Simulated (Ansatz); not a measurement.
# Run report: InPH5ClO2, nudged elastic band (part 1 of 2)

- system: InPH5ClO2
- method: RKS revPBE-D4/def2-SVP (Ansatz 0.2.0)

It belongs to a series of runs on one base structure; here: band between the two ends.

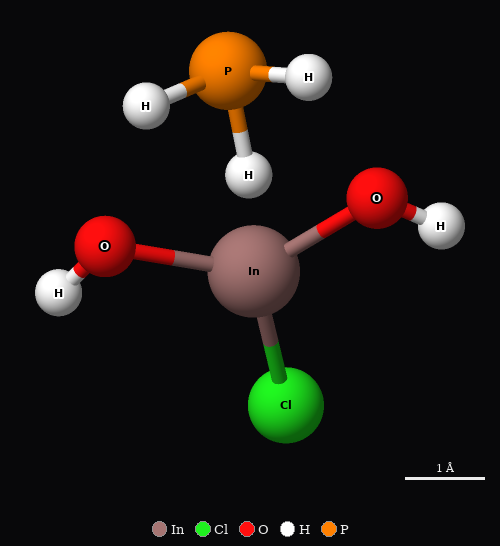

*The starting structure (ball-and-stick view, seen at a tilt). Sticks mark near contacts.*

## The input
```yaml
crystal:
  periodic: [false, false, false]
  atoms:
    - { symbol: In, position_ang: [0.125215, -0.146897, 0.063134] }
    - { symbol: Cl, position_ang: [-0.18401, -1.256947, 2.158493] }
    - { symbol: O, position_ang: [2.0004, 0.084336, -0.666655] }
    - { symbol: H, position_ang: [2.626316, -0.260887, 0.002633] }
    - { symbol: O, position_ang: [-1.497223, 0.332722, -1.050874] }
    - { symbol: H, position_ang: [-2.293333, 0.070455, -0.544431] }
    - { symbol: P, position_ang: [0.230432, 2.97234, 1.22384] }
    - { symbol: H, position_ang: [1.31633, 2.337282, 0.514431] }
    - { symbol: H, position_ang: [-0.770663, 2.488134, 0.302474] }
    - { symbol: H, position_ang: [0.057236, 1.868264, 2.137757] }
basis:
  gaussian: { orbitals: def2-SVP }
hamiltonian:
  xc: revpbe
  dispersion: d4
neb:
  order_check: false
  images: 7
  f_tol: 0.05
  max_iterations: 60
  final_atoms:
    - { symbol: In, position_ang: [0.20046057, 0.64907708, -0.09672792] }
    - { symbol: Cl, position_ang: [-0.18606477, -0.42553702, 2.82032497] }
    - { symbol: O, position_ang: [1.98580481, -0.24272408, -0.52763118] }
    - { symbol: H, position_ang: [1.83698802, -1.08543305, -0.99983511] }
    - { symbol: O, position_ang: [-1.5602433, 0.0037892, -0.90409859] }
    - { symbol: H, position_ang: [-1.44577945, -0.87988749, -1.30559647] }
    - { symbol: P, position_ang: [0.19846191, 2.79655766, 1.24938844] }
    - { symbol: H, position_ang: [1.40618076, 3.29910541, 0.64734419] }
    - { symbol: H, position_ang: [-0.68316121, 3.49052529, 0.3465232] }
    - { symbol: H, position_ang: [-0.14194734, 0.88332902, 2.91111047] }
  initial_path:
    images:
      - { positions_ang: [[0.125215, -0.146897, 0.063134], [-0.18401, -1.256947, 2.158493], [2.0004, 0.084336, -0.666655], [2.626316, -0.260887, 0.002633], [-1.497223, 0.332722, -1.050874], [-2.293333, 0.070455, -0.544431], [0.230432, 2.97234, 1.22384], [1.31633, 2.337282, 0.514431], [-0.770663, 2.488134, 0.302474], [0.057236, 1.868264, 2.137757]] }
      - { positions_ang: [[0.11179972, -0.10762785, 0.03724528], [-0.15437618, -0.96933765, 2.30481171], [1.95993963, 0.10107329, -0.73614566], [2.52025168, -0.38926532, -0.2782121], [-1.52234563, 0.2376175, -1.06867529], [-2.23638044, -0.17975583, -0.65161397], [0.17155172, 2.8838986, 1.15454615], [1.10907197, 2.41198282, 0.95546184], [-0.37744839, 2.7303921, 0.26017872], [0.02863592, 1.76982434, 2.16320532]] }
      - { positions_ang: [[0.09838444, -0.06835869, 0.01135656], [-0.12474235, -0.6817283, 2.45113042], [1.91947925, 0.11781058, -0.80563631], [2.41418735, -0.51764363, -0.55905721], [-1.54746826, 0.14251299, -1.08647658], [-2.17942788, -0.42996665, -0.75879693], [0.11267144, 2.79545719, 1.0852523], [0.90181395, 2.48668363, 1.39649267], [0.01576623, 2.9726502, 0.21788345], [3.584e-05, 1.67138467, 2.18865363]] }
      - { positions_ang: [[0.08496915, -0.02908954, -0.01453216], [-0.09510853, -0.39411895, 2.59744913], [1.87901888, 0.13454788, -0.87512697], [2.30812303, -0.64602195, -0.83990231], [-1.57259089, 0.04740849, -1.10427788], [-2.12247532, -0.68017748, -0.8659799], [0.05379116, 2.70701579, 1.01595844], [0.69455592, 2.56138445, 1.83752351], [0.40898084, 3.2149083, 0.17558817], [-0.02856424, 1.57294501, 2.21410195]] }
      - { positions_ang: [[0.07155387, 0.01017961, -0.04042088], [-0.06547471, -0.10650959, 2.74376784], [1.8385585, 0.15128517, -0.94461762], [2.20205871, -0.77440027, -1.12074741], [-1.59771353, -0.04769601, -1.12207917], [-2.06552276, -0.9303883, -0.97316286], [-0.00508912, 2.61857439, 0.94666459], [0.4872979, 2.63608527, 2.27855435], [0.80219545, 3.4571664, 0.13329289], [-0.05716432, 1.47450535, 2.23955027]] }
      - { positions_ang: [[0.10378055, 0.16990398, -0.05449764], [-0.09562223, -0.18626645, 2.76290712], [1.87537008, 0.05278286, -0.84037101], [2.11079103, -0.85215847, -1.09051934], [-1.58834597, -0.03482471, -1.06758402], [-1.91058693, -0.9177631, -1.05627126], [0.04579864, 2.6630702, 1.02234556], [0.71701861, 2.8018403, 1.87075181], [0.43085629, 3.46550612, 0.18660047], [-0.07836007, 1.32671127, 2.40744032]] }
      - { positions_ang: [[0.13600722, 0.32962835, -0.0685744], [-0.12576974, -0.26602331, 2.7820464], [1.91218165, -0.04571946, -0.7361244], [2.01952336, -0.92991666, -1.06029126], [-1.57897841, -0.02195341, -1.01308888], [-1.7556511, -0.9051379, -1.13937966], [0.09668639, 2.70756602, 1.09802652], [0.94673933, 2.96759534, 1.46294927], [0.05951712, 3.47384584, 0.23990805], [-0.09955583, 1.17891718, 2.57533037]] }
      - { positions_ang: [[0.1682339, 0.48935271, -0.08265116], [-0.15591726, -0.34578017, 2.80118568], [1.94899323, -0.14422177, -0.63187779], [1.92825569, -1.00767486, -1.03006319], [-1.56961085, -0.00908211, -0.95859374], [-1.60071528, -0.8925127, -1.22248807], [0.14757415, 2.75206184, 1.17370748], [1.17646004, 3.13335038, 1.05514673], [-0.31182204, 3.48218557, 0.29321562], [-0.12075158, 1.0311231, 2.74322042]] }
      - { positions_ang: [[0.20046057, 0.64907708, -0.09672792], [-0.18606477, -0.42553702, 2.82032497], [1.98580481, -0.24272408, -0.52763118], [1.83698802, -1.08543305, -0.99983511], [-1.5602433, 0.0037892, -0.90409859], [-1.44577945, -0.87988749, -1.30559647], [0.19846191, 2.79655766, 1.24938844], [1.40618076, 3.29910541, 0.64734419], [-0.68316121, 3.49052529, 0.3465232], [-0.14194734, 0.88332902, 2.91111047]] }
```

Hardware: 4 threads of Arm Neoverse V1, 24 GiB of memory available, shared host.

Launched with:
```bash
ansatz run input.yaml --threads 4 --pin off --max-ram 5120MiB --backend cpu --events-out ev --progress --plain --runs-dir out
```

## Log
```
Engine: ansatz 0.2.0, aarch64-unknown-linux-gnu
Functional definition: revPBE
  parameter kappa = 1.245
  parameter beta = 0.06672455060314922
  exchange = pbe_x(kappa = kappa, mu = beta*pi^2/3)
  correlation = pbe_c(beta = beta)
1294 factors; their error is unknown
mean field evaluation 1: about -31134.5154 eV, gradient 8.4e1 eV
mean field evaluation 2: about -30949.7203 eV, gradient 2.5e2 eV
mean field evaluation 4: about -31146.1095 eV, gradient 2.7e1 eV
mean field evaluation 8: about -31148.2436 eV, gradient 6.2e-1 eV
mean field evaluation 16: about -31148.2125 eV, gradient 1.6e-3 eV
mean field -31148.21248624 eV, -1144.6756958526 hartree, gradient 6.7e-5 eV, S^2 0.000000; 0 other end points of the search recorded, 0 dependent functions left out
the calculation of the forces begins
reference -31148.21254923 eV, -1144.6756981673 hartree; 37, 37 occupied and 78, 78 virtual orbitals, 1294 factors
1294 factors; their error is unknown
mean field evaluation 32: about -31147.6754 eV, gradient 9.2e-3 eV
mean field -31147.67544136 eV, -1144.6559598173 hartree, gradient 5.7e-5 eV, S^2 0.000000; 0 other end points of the search recorded, 0 dependent functions left out
[... from here on the field's lines of each further geometry are left out, up to the last ...]
NEB iter   1: max|band force component| = 4.640e1 eV/Å  barrier→ = 18.6597 eV  barrier← = 18.1044 eV  Δτ_max = 0.1990 Å  (286 SCF iters)
NEB iter   2: max|band force component| = 2.228e1 eV/Å  barrier→ = 8.4548 eV  barrier← = 7.8995 eV  Δτ_max = 0.2000 Å  (244 SCF iters)
NEB iter   3: max|band force component| = 1.075e1 eV/Å  barrier→ = 3.4883 eV  barrier← = 2.9331 eV  Δτ_max = 0.2000 Å  (241 SCF iters)
NEB iter   4: max|band force component| = 4.900e0 eV/Å  barrier→ = 1.3106 eV  barrier← = 0.7554 eV  Δτ_max = 0.2000 Å  (233 SCF iters)
NEB iter   5: max|band force component| = 1.980e0 eV/Å  barrier→ = 1.1059 eV  barrier← = 0.5507 eV  Δτ_max = 0.1946 Å  (233 SCF iters)
NEB iter   6: max|band force component| = 8.646e-1 eV/Å  barrier→ = 0.9311 eV  barrier← = 0.3758 eV  Δτ_max = 0.1985 Å  (228 SCF iters)
NEB iter   7: max|band force component| = 1.790e0 eV/Å  barrier→ = 1.2985 eV  barrier← = 0.7433 eV  Δτ_max = 0.1031 Å  (224 SCF iters)
NEB iter   8: max|band force component| = 6.449e-1 eV/Å  barrier→ = 0.9815 eV  barrier← = 0.4263 eV  CI = image 4  Δτ_max = 0.2000 Å  (208 SCF iters)
NEB iter   9: max|band force component| = 6.232e-1 eV/Å  barrier→ = 1.1482 eV  barrier← = 0.5930 eV  CI = image 4  Δτ_max = 0.1946 Å  (223 SCF iters)
NEB iter  10: max|band force component| = 4.285e-1 eV/Å  barrier→ = 1.3369 eV  barrier← = 0.7816 eV  CI = image 4  Δτ_max = 0.0999 Å  (219 SCF iters)
NEB iter  11: max|band force component| = 3.500e-1 eV/Å  barrier→ = 1.3341 eV  barrier← = 0.7788 eV  CI = image 4  Δτ_max = 0.2000 Å  (205 SCF iters)
NEB iter  12: max|band force component| = 2.124e-1 eV/Å  barrier→ = 1.3178 eV  barrier← = 0.7625 eV  CI = image 4  Δτ_max = 0.2000 Å  (213 SCF iters)
NEB iter  13: max|band force component| = 4.362e-1 eV/Å  barrier→ = 1.3047 eV  barrier← = 0.7495 eV  CI = image 4  Δτ_max = 0.1028 Å  (223 SCF iters)
NEB iter  14: max|band force component| = 5.011e-1 eV/Å  barrier→ = 1.2849 eV  barrier← = 0.7297 eV  CI = image 4  Δτ_max = 0.0502 Å  (210 SCF iters)
NEB iter  15: max|band force component| = 3.265e-1 eV/Å  barrier→ = 1.2726 eV  barrier← = 0.7173 eV  CI = image 4  Δτ_max = 0.0502 Å  (208 SCF iters)
NEB iter  16: max|band force component| = 1.872e-1 eV/Å  barrier→ = 1.2592 eV  barrier← = 0.7040 eV  CI = image 4  Δτ_max = 0.1003 Å  (205 SCF iters)
NEB iter  17: max|band force component| = 2.064e-1 eV/Å  barrier→ = 1.2310 eV  barrier← = 0.6757 eV  CI = image 4  Δτ_max = 0.1003 Å  (209 SCF iters)
NEB iter  18: max|band force component| = 2.344e-1 eV/Å  barrier→ = 1.2006 eV  barrier← = 0.6453 eV  CI = image 4  Δτ_max = 0.1001 Å  (209 SCF iters)
NEB iter  19: max|band force component| = 2.509e-1 eV/Å  barrier→ = 1.1688 eV  barrier← = 0.6136 eV  CI = image 4  Δτ_max = 0.1002 Å  (206 SCF iters)
NEB iter  20: max|band force component| = 2.500e-1 eV/Å  barrier→ = 1.1365 eV  barrier← = 0.5812 eV  CI = image 4  Δτ_max = 0.1986 Å  (206 SCF iters)
NEB iter  21: max|band force component| = 1.903e-1 eV/Å  barrier→ = 1.0757 eV  barrier← = 0.5204 eV  CI = image 4  Δτ_max = 0.1999 Å  (214 SCF iters)
NEB iter  22: max|band force component| = 1.727e-1 eV/Å  barrier→ = 1.0266 eV  barrier← = 0.4714 eV  CI = image 4  Δτ_max = 0.2000 Å  (214 SCF iters)
NEB iter  23: max|band force component| = 3.479e-1 eV/Å  barrier→ = 0.9939 eV  barrier← = 0.4386 eV  CI = image 4  Δτ_max = 0.1020 Å  (223 SCF iters)
NEB iter  24: max|band force component| = 2.429e-1 eV/Å  barrier→ = 0.9801 eV  barrier← = 0.4249 eV  CI = image 4  Δτ_max = 0.1004 Å  (208 SCF iters)
NEB iter  25: max|band force component| = 2.090e-1 eV/Å  barrier→ = 0.9699 eV  barrier← = 0.4147 eV  CI = image 4  Δτ_max = 0.1002 Å  (207 SCF iters)
NEB iter  26: max|band force component| = 1.782e-1 eV/Å  barrier→ = 0.9644 eV  barrier← = 0.4092 eV  CI = image 4  Δτ_max = 0.1023 Å  (206 SCF iters)
NEB iter  27: max|band force component| = 1.465e-1 eV/Å  barrier→ = 0.9633 eV  barrier← = 0.4081 eV  CI = image 4  Δτ_max = 0.1011 Å  (205 SCF iters)
NEB iter  28: max|band force component| = 2.477e-1 eV/Å  barrier→ = 0.9629 eV  barrier← = 0.4076 eV  CI = image 4  Δτ_max = 0.1002 Å  (207 SCF iters)
NEB iter  29: max|band force component| = 2.319e-1 eV/Å  barrier→ = 0.9627 eV  barrier← = 0.4075 eV  CI = image 4  Δτ_max = 0.1916 Å  (208 SCF iters)
NEB iter  30: max|band force component| = 2.610e-1 eV/Å  barrier→ = 0.9627 eV  barrier← = 0.4074 eV  CI = image 4  Δτ_max = 0.2000 Å  (210 SCF iters)
NEB iter  31: max|band force component| = 2.745e-1 eV/Å  barrier→ = 0.9627 eV  barrier← = 0.4074 eV  CI = image 4  Δτ_max = 0.1008 Å  (209 SCF iters)
NEB iter  32: max|band force component| = 2.184e-1 eV/Å  barrier→ = 0.9627 eV  barrier← = 0.4074 eV  CI = image 4  Δτ_max = 0.0999 Å  (200 SCF iters)
NEB iter  33: max|band force component| = 2.180e-1 eV/Å  barrier→ = 0.9627 eV  barrier← = 0.4074 eV  CI = image 4  Δτ_max = 0.0642 Å  (181 SCF iters)
NEB iter  34: max|band force component| = 1.586e-1 eV/Å  barrier→ = 0.9627 eV  barrier← = 0.4074 eV  CI = image 4  Δτ_max = 0.1002 Å  (173 SCF iters)
NEB iter  35: max|band force component| = 6.982e-2 eV/Å  barrier→ = 0.9627 eV  barrier← = 0.4074 eV  CI = image 4  Δτ_max = 0.0934 Å  (166 SCF iters)
NEB iter  36: max|band force component| = 6.707e-2 eV/Å  barrier→ = 0.9627 eV  barrier← = 0.4074 eV  CI = image 4  Δτ_max = 0.0603 Å  (165 SCF iters)
```
